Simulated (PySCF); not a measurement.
# C6H10O: circular dichroism and optical rotation, excited states, first hyperpolarisability

Aim: compute the circular dichroism and optical rotation, excited states, first hyperpolarisability of C6H10O (`CC=C=C(C)OC`).

Programs: PySCF 2.14.0, with routines of our own; each step states its level. All values are computed. Atoms count from 0.

## (1) The starting structure

17 atoms, charge 0, multiplicity 1; geometry from: GFN2-xTB.

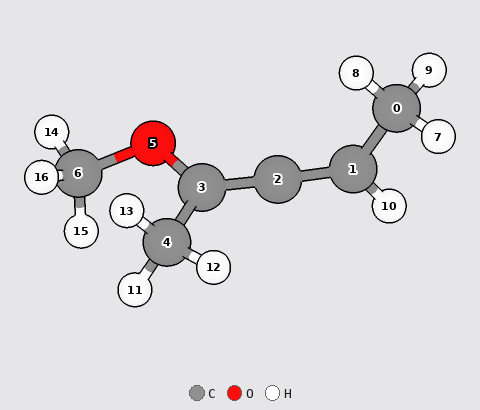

The starting geometry (carbon grey, oxygen red, hydrogen white).

## (2) Optimising the geometry at PBE0-D3(BJ)/def2-SVP

What the job is given:

```
{"job": {"xc": "PBE0", "basis": "def2-SVP", "d3": "d3bj", "grid": 2, "kind": "geom"}, "charge": 0, "multiplicity": 1}
C     -3.099510    -0.275339    -0.400503
C     -1.778241    -0.526333    -1.065109
C     -0.624322    -0.267425    -0.530462
C      0.497721     0.047330     0.060197
C      1.124776     1.403652    -0.124114
O      1.103876    -0.875522     0.895001
C      2.494961    -0.784340     1.068360
H     -3.683760     0.433672    -0.987207
H     -2.958335     0.122881     0.600590
H     -3.665549    -1.203995    -0.336652
H     -1.832919    -0.945645    -2.064309
H      2.089536     1.329017    -0.625505
H      0.465360     2.020787    -0.727449
H      1.271370     1.885667     0.842365
H      2.766716    -1.632805     1.695523
H      3.030275    -0.860503     0.114898
H      2.791048     0.140931     1.574466
```

Run with:

```
> OMP_NUM_THREADS=1 python excited_run.py task.json out
```

The driver reads the jobs from task.json and runs them one after another.

Output:

```text
step   0  E = -309.21804487  max force = 0.017109
step   1  E = -309.22012393  max force = 0.002530
step   2  E = -309.22028741  max force = 0.000972
step   3  E = -309.22040110  max force = 0.001779
step   4  E = -309.22043263  max force = 0.001657
step   5  E = -309.22046378  max force = 0.000432
step   6  E = -309.22047035  max force = 0.000317
optimisation converged
```

Run time: 58 s. Hardware: 1 thread of Arm Neoverse V2, shared host; peak memory 0.72 GiB.

Relaxation path:

| step | energy from step 0 (eV) | largest force component (eV/Å) |
| --- | --- | --- |
| 0 | 0.0000 | 0.8798 |
| 1 | -0.0566 | 0.1301 |
| 2 | -0.0610 | 0.0500 |
| 3 | -0.0641 | 0.0915 |
| 4 | -0.0650 | 0.0852 |
| 5 | -0.0658 | 0.0222 |
| 6 | -0.0660 | 0.0163 |

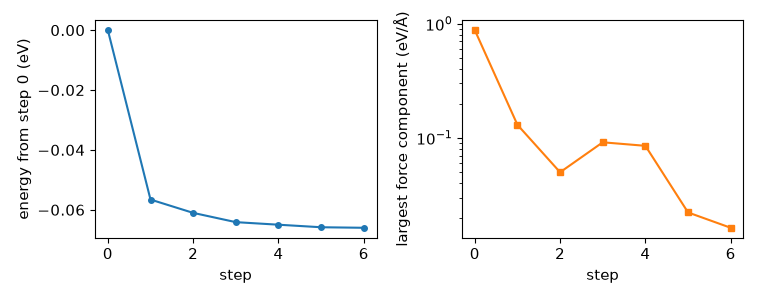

Energy and force, step by step.

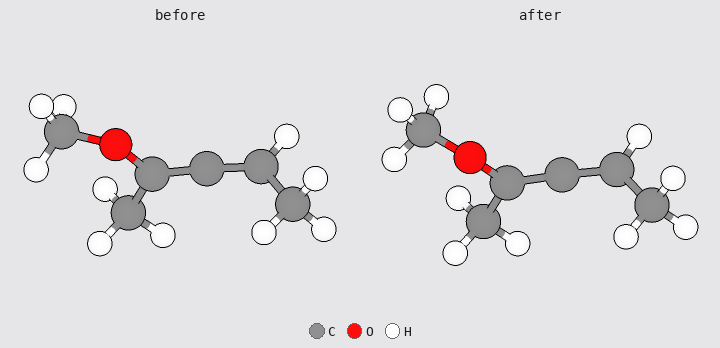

Before and after, at one scale.

Distances of close pairs at the start and the end, largest changes first:

| bond | before (Å) | after (Å) | change (Å) |
| --- | --- | --- | --- |
| C1–H10 | 1.085 | 1.101 | +0.016 |
| C3–O5 | 1.384 | 1.370 | -0.014 |
| C0–H9 | 1.089 | 1.103 | +0.013 |
| C4–H13 | 1.090 | 1.103 | +0.013 |
| C1–C2 | 1.298 | 1.311 | +0.013 |
| C0–H7 | 1.090 | 1.103 | +0.013 |
| C4–H11 | 1.090 | 1.102 | +0.012 |
| C2–C3 | 1.306 | 1.319 | +0.012 |

The next job starts from the end point, and lists it.

| at the end point | value |
| --- | --- |
| point group (found at 0.08 Å tolerance) | C1 |
| rotational constants (GHz, main isotopes) | 5.641, 1.297, 1.144 |
| dipole moment (D) | 1.25 |

## (3) Circular dichroism and optical rotation: TDDFT CAM-B3LYP/aug-cc-pVDZ

What the job is given:

```
{"job": {"kind": "ecd", "xc": "CAM-B3LYP", "basis": "aug-cc-pVDZ", "nstates": 12}, "charge": 0, "multiplicity": 1}
C     -3.075465    -0.301785    -0.012785
C     -1.710909    -0.513055    -0.599226
C     -0.578075    -0.193464    -0.022683
C      0.526869     0.173711     0.596201
C      1.153043     1.525298     0.415709
O      1.101384    -0.678966     1.501517
C      2.486425    -0.869764     1.401505
H     -3.686772     0.343842    -0.665033
H     -3.018198     0.160873     0.981915
H     -3.612001    -1.260530     0.079680
H     -1.675414    -0.981049    -1.594799
H      2.147235     1.461587    -0.055998
H      0.519139     2.155844    -0.219980
H      1.279846     2.020405     1.392882
H      2.757817    -1.626530     2.149938
H      2.779560    -1.242720     0.402727
H      3.061844     0.048594     1.616806
```

Method: TDDFT CAM-B3LYP/aug-cc-pVDZ circular dichroism and optical rotation, one conformer, gas phase.

Output:

```text
coarse grid: 13808 points
cycle   1  E = -309.5808737701  dE =  9.822e-01  |g| = 5.499e-01  |ddm| = 1.290e+01
cycle   2  E = -309.5690517195  dE =  1.182e-02  |g| = 6.507e-01  |ddm| = 2.265e+00
cycle   3  E = -309.6462441151  dE = -7.719e-02  |g| = 6.542e-02  |ddm| = 1.017e+00
cycle   4  E = -309.6469410619  dE = -6.969e-04  |g| = 3.140e-02  |ddm| = 2.083e-01
cycle   5  E = -309.6471716350  dE = -2.306e-04  |g| = 9.330e-03  |ddm| = 1.030e-01
cycle   6  E = -309.6471910033  dE = -1.937e-05  |g| = 2.513e-03  |ddm| = 2.784e-02
cycle   7  E = -309.6471926894  dE = -1.686e-06  |g| = 4.445e-04  |ddm| = 6.929e-03
final grid: 132176 points
cycle   8  E = -309.6673219345  dE = -2.201e-05  |g| = 3.494e-03  |ddm| = 2.694e-01
cycle   9  E = -309.6673229477  dE = -1.013e-06  |g| = 3.040e-03  |ddm| = 3.123e-02
cycle  10  E = -309.6673251520  dE = -2.204e-06  |g| = 3.566e-04  |ddm| = 7.603e-03
cycle  11  E = -309.6673251743  dE = -2.231e-08  |g| = 1.583e-04  |ddm| = 1.587e-03
cycle  12  E = -309.6673251796  dE = -5.329e-09  |g| = 2.445e-05  |ddm| = 8.756e-04
cycle  13  E = -309.6673251798  dE = -1.455e-10  |g| = 9.009e-06  |ddm| = 1.223e-04
converged SCF energy = -309.6673251798

Singlet excitations and rotatory strengths (1e-40 esu^2 cm^2)
state   eV       nm     f(len)   f(vel)    R(len)    R(vel)   main configurations
  1   5.1436   241.0  0.00382  0.00371   -29.739   -30.109   H->L+8 0.57, H->L+4 0.14
  2   5.6157   220.8  0.03688  0.03611    17.682    17.513   H->L 0.86
  3   6.1496   201.6  0.00797  0.00769   -28.799   -28.140   H-1->L 0.36, H-1->L+1 0.23, H-1->L+11 0.15
  4   6.2071   199.7  0.06377  0.06211    11.697    11.520   H->L+1 0.67, H->L+3 0.09
  5   6.3120   196.4  0.00384  0.00382    -1.445    -1.499   H->L+3 0.51, H->L+2 0.26, H->L+1 0.14
  6   6.4383   192.6  0.03721  0.03643    -0.952    -0.889   H->L+2 0.60, H->L+3 0.28
  7   6.7052   184.9  0.03260  0.03177    -3.651    -3.263   H-1->L+11 0.19, H-1->L 0.19, H->L+4 0.11
  8   6.7607   183.4  0.03588  0.03440    21.118    20.407   H->L+4 0.20, H->L+11 0.12, H-1->L 0.12
  9   6.9218   179.1  0.07161  0.06910    -6.615    -6.817   H->L+6 0.37, H->L+5 0.29, H->L+4 0.19
 10   7.0159   176.7  0.00213  0.00206    -3.829    -3.727   H->L+5 0.49, H->L+6 0.21, H->L+7 0.10
 11   7.0736   175.3  0.05172  0.05082    28.654    28.363   H->L+7 0.21, H->L+11 0.17
 12   7.1313   173.9  0.01061  0.01068     3.100     2.920   H-1->L+3 0.42, H-1->L+2 0.32

Specific rotation (deg / (dm g/mL))
    nm     length   length(OI)   velocity    alpha(len)  alpha(vel)
  633.0     176.20     176.38     165.72       90.399     88.794
  589.3     202.55     202.77     190.20       90.893     89.277
  546.0     234.32     234.57     219.53       91.517     89.888
  436.0     343.96     344.36     317.87       94.194     92.508
  405.0     375.64     376.11     343.62       95.465     93.751
  365.0     384.78     385.35     340.89       97.765     96.002
  355.0     370.90     371.49     322.81       98.509     96.730
```

It took 95 s on 1 thread of Arm Neoverse V2, shared host; peak memory 1.1 GiB.

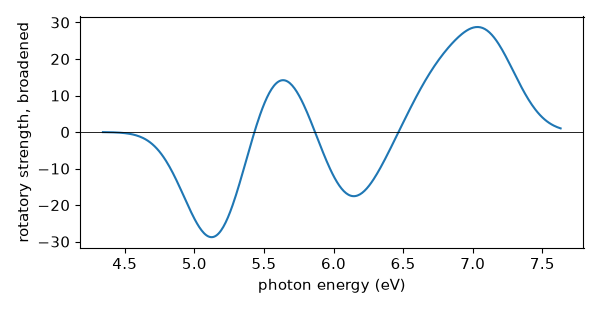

Circular dichroism: velocity-form rotatory strengths under Gaussians of 0.3 eV half-width at 1/e.

## (4) Excited states: TDA wB97X-D/def2-TZVP

The job, as its differences from that of step 3:

```diff
@@ -1,2 +1,2 @@
-{"job": {"kind": "ecd", "xc": "CAM-B3LYP", "basis": "aug-cc-pVDZ", "nstates": 12}, "charge": 0, "multiplicity": 1}
+{"job": {"kind": "states", "xc": "wB97X-D", "basis": "def2-TZVP", "tda": true, "soc": true, "nstates": 6, "ntriplets": 5, "nquad": 4}, "charge": 0, "multiplicity": 1}
 C     -3.075465    -0.301785    -0.012785
```

Method: TDA wB97X-D/def2-TZVP excited states, vertical, gas phase, spin-orbit mean-field couplings.

Output:

```text
coarse grid: 13808 points
cycle   1  E = -309.7556621278  dE =  9.860e-01  |g| = 5.842e-01  |ddm| = 3.167e+00
cycle   2  E = -309.7558633122  dE = -2.012e-04  |g| = 6.422e-01  |ddm| = 1.574e+00
cycle   3  E = -309.8238656611  dE = -6.800e-02  |g| = 6.024e-02  |ddm| = 8.523e-01
cycle   4  E = -309.8244747331  dE = -6.091e-04  |g| = 2.960e-02  |ddm| = 1.004e-01
cycle   5  E = -309.8246721173  dE = -1.974e-04  |g| = 8.669e-03  |ddm| = 3.570e-02
cycle   6  E = -309.8246888408  dE = -1.672e-05  |g| = 2.197e-03  |ddm| = 1.249e-02
cycle   7  E = -309.8246902708  dE = -1.430e-06  |g| = 5.752e-04  |ddm| = 4.522e-03
final grid: 132176 points
cycle   8  E = -309.8124198372  dE = -2.397e-04  |g| = 5.909e-03  |ddm| = 1.382e-01
cycle   9  E = -309.8124248715  dE = -5.034e-06  |g| = 3.909e-03  |ddm| = 1.513e-02
cycle  10  E = -309.8124280818  dE = -3.210e-06  |g| = 7.499e-04  |ddm| = 4.005e-03
cycle  11  E = -309.8124282041  dE = -1.223e-07  |g| = 4.225e-04  |ddm| = 1.402e-03
cycle  12  E = -309.8124282412  dE = -3.716e-08  |g| = 5.814e-05  |ddm| = 6.282e-04
cycle  13  E = -309.8124282429  dE = -1.652e-09  |g| = 2.667e-05  |ddm| = 2.327e-04
cycle  14  E = -309.8124282432  dE = -2.830e-10  |g| = 1.108e-05  |ddm| = 7.317e-05
converged SCF energy = -309.8124282432

Singlet excitations
state   eV       nm        f     d(h-e)  d(exc)  Lambda  PR(NTO)  |dmu|/D   mu/D   main configurations
  1   5.2109   237.9   0.00249   0.993   2.663   0.556   1.022    2.865    3.628   H->L 0.93
  2   6.4484   192.3   0.00481   0.896   2.698   0.514   1.023    2.289    1.724   H-1->L+1 0.85
  3   6.9373   178.7   0.24368   0.454   3.328   0.646   1.119    1.400    1.224   H->L+1 0.66, H->L+2 0.22
  4   7.2174   171.8   0.14085   0.813   3.187   0.518   1.248    3.168    2.053   H->L+2 0.65, H->L+1 0.16
  5   7.8098   158.8   0.75794   0.183   2.775   0.677   1.886                     H-1->L 0.61, H-2->L+1 0.14
  6   7.9733   155.5   0.10666   1.742   3.217   0.418   1.136                     H-2->L 0.85

Triplet excitations (Tamm-Dancoff)
state   eV     d(h-e)  d(exc)  Lambda  PR(NTO)   main configurations
  1   4.3916   0.102   2.292   0.701   1.492   H->L+1 0.59, H-1->L 0.20
  2   4.6643   0.041   2.267   0.738   1.346   H-1->L 0.63, H->L 0.16, H->L+1 0.10
  3   4.8530   0.889   2.599   0.592   1.034   H->L 0.76, H->L+1 0.10, H-1->L 0.08
  4   6.1327   0.945   2.655   0.500   1.014   H-1->L+1 0.86
  5   7.0265   1.118   3.428   0.469   1.049   H->L+2 0.78, H->L+1 0.09
S1 - T1 = 0.8192 eV

Spin-orbit couplings |<S|Hso|T>| (cm-1)
             T1       T2       T3       T4       T5
S0        0.737    1.970    6.616   11.977    3.498
S1        4.848    4.110    1.707    0.061    0.816
S2        1.923    6.151    1.720    0.476    0.665
S3        2.667    1.858    2.044    3.027    0.999
S4        3.989    2.573    2.899    3.655    0.964
S5        6.395    4.141    3.743    4.133    1.977
S6        3.666   10.379   13.355    3.270    2.757
T1 sublevels (cm-1): 0.000 0.001 0.009   radiative rates (1/s): 8.68 5.67 26.3
```

Wall time 56 s (1 thread of Arm Neoverse V2, shared host); peak memory 1.1 GiB.

Key values:

| quantity | value |
| --- | --- |
| S1 less T1 | 0.82 eV |

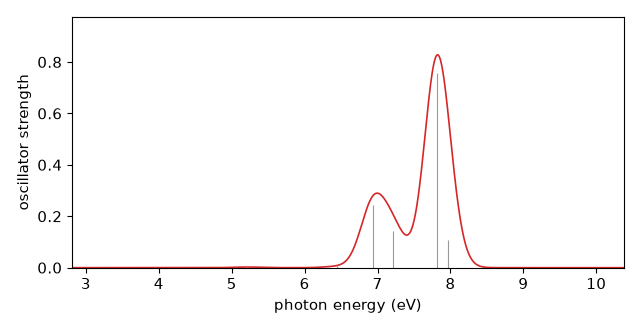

Absorption lines of the singlets. Lines are broadened to a width of 0.40 eV (Gaussian).

## (5) Excited states: TDDFT CAM-B3LYP/aug-cc-pVDZ

The job, as its differences from that of step 4:

```diff
@@ -1,2 +1,2 @@
-{"job": {"kind": "states", "xc": "wB97X-D", "basis": "def2-TZVP", "tda": true, "soc": true, "nstates": 6, "ntriplets": 5, "nquad": 4}, "charge": 0, "multiplicity": 1}
+{"job": {"kind": "states", "xc": "CAM-B3LYP", "basis": "aug-cc-pVDZ", "tpa": true, "nstates": 8, "nquad": 6, "ntriplets": 0}, "charge": 0, "multiplicity": 1}
 C     -3.075465    -0.301785    -0.012785
```

Method: TDDFT CAM-B3LYP/aug-cc-pVDZ excited states, vertical, gas phase, two-photon moments by quadratic response.

Output:

```text
coarse grid: 13808 points
cycle   1  E = -309.5808737701  dE =  9.822e-01  |g| = 5.499e-01  |ddm| = 1.290e+01
cycle   2  E = -309.5690517195  dE =  1.182e-02  |g| = 6.507e-01  |ddm| = 2.265e+00
cycle   3  E = -309.6462441151  dE = -7.719e-02  |g| = 6.542e-02  |ddm| = 1.017e+00
cycle   4  E = -309.6469410619  dE = -6.969e-04  |g| = 3.140e-02  |ddm| = 2.083e-01
cycle   5  E = -309.6471716350  dE = -2.306e-04  |g| = 9.330e-03  |ddm| = 1.030e-01
cycle   6  E = -309.6471910033  dE = -1.937e-05  |g| = 2.513e-03  |ddm| = 2.784e-02
cycle   7  E = -309.6471926894  dE = -1.686e-06  |g| = 4.445e-04  |ddm| = 6.929e-03
final grid: 132176 points
cycle   8  E = -309.6673219345  dE = -2.201e-05  |g| = 3.494e-03  |ddm| = 2.694e-01
cycle   9  E = -309.6673229477  dE = -1.013e-06  |g| = 3.040e-03  |ddm| = 3.123e-02
cycle  10  E = -309.6673251520  dE = -2.204e-06  |g| = 3.566e-04  |ddm| = 7.603e-03
cycle  11  E = -309.6673251743  dE = -2.231e-08  |g| = 1.583e-04  |ddm| = 1.587e-03
cycle  12  E = -309.6673251796  dE = -5.329e-09  |g| = 2.445e-05  |ddm| = 8.756e-04
cycle  13  E = -309.6673251798  dE = -1.455e-10  |g| = 9.009e-06  |ddm| = 1.223e-04
converged SCF energy = -309.6673251798

Singlet excitations
state   eV       nm        f     d(h-e)  d(exc)  Lambda  PR(NTO)  |dmu|/D   mu/D   delta(TPA)   sigma/GM   main configurations
  1   5.1437   241.0   0.00382   0.926   2.805   0.376   1.033    2.678    3.424        5.15      0.050   H->L+8 0.57, H->L+4 0.14
  2   5.6158   220.8   0.03687   0.684   4.363   0.267   1.017    2.909    1.719       36.62      0.423   H->L 0.86
  3   6.1497   201.6   0.00797   0.231   3.510   0.271   1.060    2.223    2.610       16.32      0.226   H-1->L 0.36, H-1->L+1 0.23, H-1->L+11 0.15
  4   6.2071   199.7   0.06372   0.456   4.882   0.254   1.103    1.957    0.852      480.36      6.780   H->L+1 0.67, H->L+3 0.09
  5   6.3120   196.4   0.00385   0.440   4.879   0.204   1.023    1.795    0.716      234.53      3.423   H->L+3 0.51, H->L+2 0.26, H->L+1 0.14
  6   6.4384   192.6   0.03719   1.013   5.013   0.190   1.058    5.060    4.358       63.73      0.968   H->L+2 0.60, H->L+3 0.28
  7   6.7053   184.9   0.03256   0.820   3.959   0.307   1.641                                            H-1->L+11 0.20, H-1->L 0.19, H->L+4 0.11
  8   6.7608   183.4   0.03590   0.744   4.328   0.322   1.897                                            H->L+4 0.20, H->L+11 0.12, H-1->L 0.12
```

Wall time 64 s (1 thread of Arm Neoverse V2, shared host); peak memory 1 GiB.

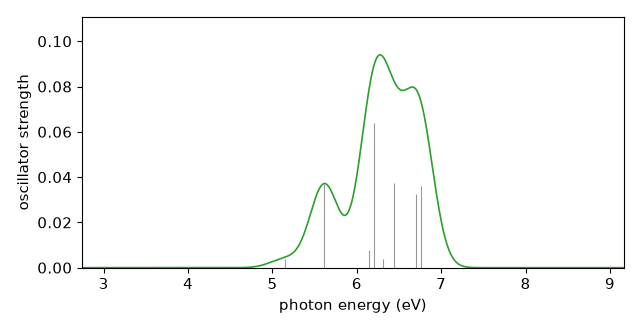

Absorption lines of the singlets. Lines are broadened to a width of 0.40 eV (Gaussian).

## (6) First hyperpolarisability: quadratic response CAM-B3LYP/aug-cc-pVDZ

The job, as its differences from that of step 5:

```diff
@@ -1,2 +1,2 @@
-{"job": {"kind": "states", "xc": "CAM-B3LYP", "basis": "aug-cc-pVDZ", "tpa": true, "nstates": 8, "nquad": 6, "ntriplets": 0}, "charge": 0, "multiplicity": 1}
+{"job": {"kind": "beta", "xc": "CAM-B3LYP", "basis": "aug-cc-pVDZ"}, "charge": 0, "multiplicity": 1}
 C     -3.075465    -0.301785    -0.012785
```

With the program's defaults for keys left out, this is: quadratic response CAM-B3LYP/aug-cc-pVDZ first hyperpolarisability, Taylor convention, gas phase.

Output:

```text
coarse grid: 13808 points
cycle   1  E = -309.5808737701  dE =  9.822e-01  |g| = 5.499e-01  |ddm| = 1.290e+01
cycle   2  E = -309.5690517195  dE =  1.182e-02  |g| = 6.507e-01  |ddm| = 2.265e+00
cycle   3  E = -309.6462441151  dE = -7.719e-02  |g| = 6.542e-02  |ddm| = 1.017e+00
cycle   4  E = -309.6469410619  dE = -6.969e-04  |g| = 3.140e-02  |ddm| = 2.083e-01
cycle   5  E = -309.6471716350  dE = -2.306e-04  |g| = 9.330e-03  |ddm| = 1.030e-01
cycle   6  E = -309.6471910033  dE = -1.937e-05  |g| = 2.513e-03  |ddm| = 2.784e-02
cycle   7  E = -309.6471926894  dE = -1.686e-06  |g| = 4.445e-04  |ddm| = 6.929e-03
final grid: 132176 points
cycle   8  E = -309.6673219345  dE = -2.201e-05  |g| = 3.494e-03  |ddm| = 2.694e-01
cycle   9  E = -309.6673229477  dE = -1.013e-06  |g| = 3.040e-03  |ddm| = 3.123e-02
cycle  10  E = -309.6673251520  dE = -2.204e-06  |g| = 3.566e-04  |ddm| = 7.603e-03
cycle  11  E = -309.6673251743  dE = -2.231e-08  |g| = 1.583e-04  |ddm| = 1.587e-03
cycle  12  E = -309.6673251796  dE = -5.329e-09  |g| = 2.445e-05  |ddm| = 8.756e-04
cycle  13  E = -309.6673251798  dE = -1.455e-10  |g| = 9.009e-06  |ddm| = 1.223e-04
converged SCF energy = -309.6673251798

Lowest singlets (eV, f): 5.1437 0.0038  5.6158 0.0369  6.1497 0.0080

First hyperpolarisability (au)
process     nm      |vector|   parallel      HRS      DR
static         -      140.12     -33.93       57.7   5.093
shg       1907.0      148.69     -33.56      61.18    5.13
eope      1907.0      142.87     -33.83          -       -
shg       1064.0      171.77     -31.96      70.61   5.182
eope      1064.0      149.33     -33.53          -       -
```

It took 49 s on 1 thread of Arm Neoverse V2, shared host; peak memory 0.99 GiB.

## (7) Results

| quantity | value |
| --- | --- |
| point group | C1 |
| rotational constants (main isotopes) | 5.64, 1.30, 1.14 GHz |
| state of largest rotatory strength (velocity form) among 12 (step 3, TDDFT CAM-B3LYP/aug-cc-pVDZ) | 5.14 eV, R = -30.1 (velocity), -29.7 (length) ·10⁻⁴⁰ esu² cm² |
| specific rotation at 633.0 nm (step 3, TDDFT CAM-B3LYP/aug-cc-pVDZ) | 165.7 (velocity), 176.2 (length) |
| S1 less T1 (step 4, TDA wB97X-D/def2-TZVP) | 0.82 eV |
| β vector (step 6, quadratic response CAM-B3LYP/aug-cc-pVDZ) | static 140, SHG 1907.0 nm 149, SHG 1064.0 nm 172 au |

What this shows: Relaxing lowered the energy by 0.066 eV in 6 steps; the close pair that moved most is C1–H10, from 1.085 to 1.101 Å. Rotations belong to one conformer and to the handedness of the start. In step 4, the number of triplets below S1 is 3, and the largest singlet-triplet spin-orbit coupling is S6–T3, 13.36 cm⁻¹. β grows from 140 au (static) to 172 au for doubling at 1064.0 nm: normal dispersion, which grows as twice the photon energy moves toward the bright states.
